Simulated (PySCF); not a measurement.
# C₃H₉NSeSi: electronic excitations

What electronic excitations should C₃H₉NSeSi (`C/N=C/C[SiH2][SeH]`) show?

Programs: PySCF 2.14.0, with density-fitted response routines of our own. Each step states its level of theory. These are calculated values for one molecule in the gas phase, unless marked as measured. Atoms are numbered from 0 throughout.

### Step 1. The molecule as given

15 atoms, charge 0, multiplicity 1; geometry from: GFN2-xTB.

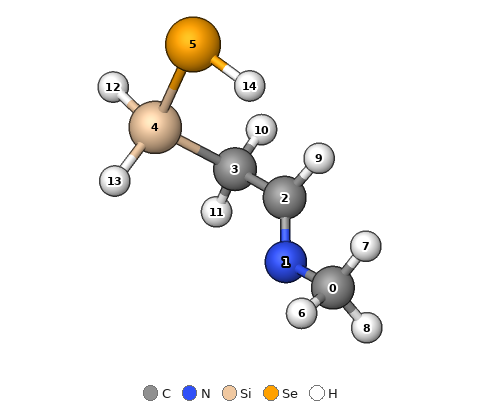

As it starts; carbon grey, nitrogen blue, silicon light orange, selenium orange, hydrogen white, atoms numbered; sticks join atoms by distance.

### Step 2. Excited states and response: CAM-B3LYP/def2-SVPD

The job: settings as JSON, then the geometry in Å.

```
{"job": {"kind": "uv", "xc": "CAM-B3LYP", "basis": "def2-SVPD", "nstates": 8, "ntriplets": 3}, "charge": 0, "multiplicity": 1}
C      2.427916     0.764164    -0.499998
N      1.496181    -0.250121    -0.124315
C      0.327834    -0.248184    -0.581001
C     -0.670550    -1.261211    -0.177860
Si    -1.827523    -0.545741     1.167834
Se    -2.765866     1.403910     0.417453
H      2.769575     1.267228     0.405493
H      2.012926     1.507254    -1.196638
H      3.293077     0.282258    -0.956650
H     -0.034020     0.528825    -1.281006
H     -1.261878    -1.563550    -1.041879
H     -0.161642    -2.131887     0.228823
H     -2.970039    -1.427815     1.382184
H     -1.076624    -0.260618     2.387269
H     -1.563780     1.943478    -0.151621
```

Method: TDDFT CAM-B3LYP/def2-SVPD, vertical, gas phase, core orbitals frozen in the response.

The run is started by

```console
> OMP_NUM_THREADS=1 python probes_run.py task.json out
```

This one command runs all jobs of the session in turn.

Standard output:

```text
coarse grid: 56656 points
cycle   1  E = -2865.0174473594  dE = -3.019e-01  |g| = 4.179e-01  |ddm| = 5.207e+00
cycle   2  E = -2865.0138493415  dE =  3.598e-03  |g| = 4.851e-01  |ddm| = 1.622e+00
cycle   3  E = -2865.0658378604  dE = -5.199e-02  |g| = 9.146e-02  |ddm| = 9.218e-01
cycle   4  E = -2865.0675878467  dE = -1.750e-03  |g| = 2.813e-02  |ddm| = 1.695e-01
cycle   5  E = -2865.0677897126  dE = -2.019e-04  |g| = 7.475e-03  |ddm| = 5.275e-02
cycle   6  E = -2865.0678024812  dE = -1.277e-05  |g| = 1.574e-03  |ddm| = 1.249e-02
cycle   7  E = -2865.0678033537  dE = -8.725e-07  |g| = 6.359e-04  |ddm| = 4.190e-03
final grid: 117968 points
cycle   8  E = -2865.0678102527  dE = -9.416e-08  |g| = 5.980e-04  |ddm| = 7.143e-03
cycle   9  E = -2865.0678102368  dE =  1.589e-08  |g| = 7.101e-04  |ddm| = 2.117e-03
cycle  10  E = -2865.0678103419  dE = -1.051e-07  |g| = 8.259e-05  |ddm| = 1.264e-03
cycle  11  E = -2865.0678103438  dE = -1.885e-09  |g| = 3.125e-05  |ddm| = 1.470e-04
cycle  12  E = -2865.0678103441  dE = -3.165e-10  |g| = 8.841e-06  |ddm| = 9.764e-05
converged SCF energy = -2865.0678103441

Static polarisability (au): isotropic 100.855, principal 83.491 100.355 118.718

Singlet excitations
state   eV       nm        f      main configurations
  1   5.0648    244.8   0.00192   H-1->L 0.40, H-1->L+1 0.19, H->L 0.13
  2   5.4026    229.5   0.00998   H->L 0.57, H->L+2 0.22, H-1->L 0.09
  3   5.7032    217.4   0.02419   H->L+1 0.52, H->L+2 0.19, H->L 0.17
  4   6.4829    191.2   0.02412   H->L+3 0.27, H->L+2 0.24, H->L+1 0.24
  5   6.7534    183.6   0.05886   H->L+3 0.47, H->L+2 0.11
  6   6.8462    181.1   0.06527   H-2->L 0.23, H-1->L 0.23, H-1->L+2 0.10
  7   7.1233    174.1   0.08469   H-2->L 0.41, H-1->L+1 0.21, H-1->L 0.11
  8   7.2081    172.0   0.02560   H->L+4 0.45, H->L+5 0.24

Triplet excitations (Tamm-Dancoff, eV): 4.3124 4.7586 5.0126
```

Wall time 89 s (1 thread of Arm Neoverse N1, shared host); peak memory 0.98 GiB.

The orbitals next to the gap, with their largest atomic shares:

```
orbital      eV                         atoms
 HOMO−3  -10.12   Se5 57 %, Si4 17 %, H14 4 %
 HOMO−2   -9.42     N1 28 %, C2 17 %, C3 14 %
 HOMO−1   -8.73     N1 55 %, C2 11 %, C0 10 %
   HOMO   -8.21    Se5 71 %, Si4 9 %, H14 6 %
   LUMO    0.42   Se5 31 %, Si4 13 %, N1 12 %
 LUMO+1    0.82    Se5 43 %, Si4 13 %, N1 8 %
 LUMO+2    1.27  Se5 31 %, Si4 12 %, H14 10 %
```

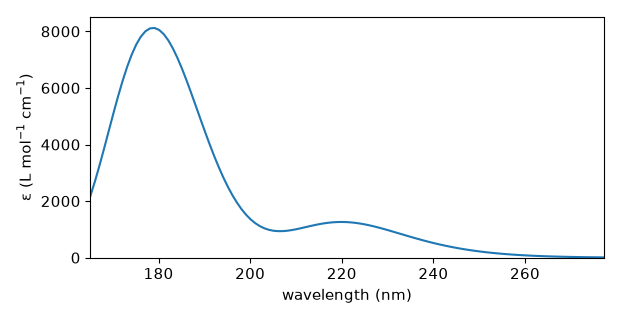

Absorption spectrum: each of the 8 states is a Gaussian band of 0.4 eV half-width at 1/e. Beyond the last state computed it falls off for lack of states.

Further results of this job:

```
           property  computed
  dipole moment (D)      1.00
polarisability (Å³)     14.95
 HOMO–LUMO gap (eV)      8.62
      −ε(HOMO) (eV)      8.21
```

### Step 3. Summary of results

| quantity | value |
| --- | --- |
| lowest singlet (CAM-B3LYP/def2-SVPD) | 5.06 eV (245 nm), f = 0.002 |
| brightest single state of those computed | state 7, 7.12 eV, f = 0.085 |
| lowest triplet | 4.31 eV |

In words: The first singlet state (HOMO−1→LUMO 0.40, HOMO−1→LUMO+1 0.19) lies at 5.06 eV and is weak; of the 8 states computed, the strongest absorption comes from state 7 at 7.12 eV. The lowest triplet lies 0.75 eV below the lowest singlet (triplets in Tamm-Dancoff, singlets in full TDDFT).
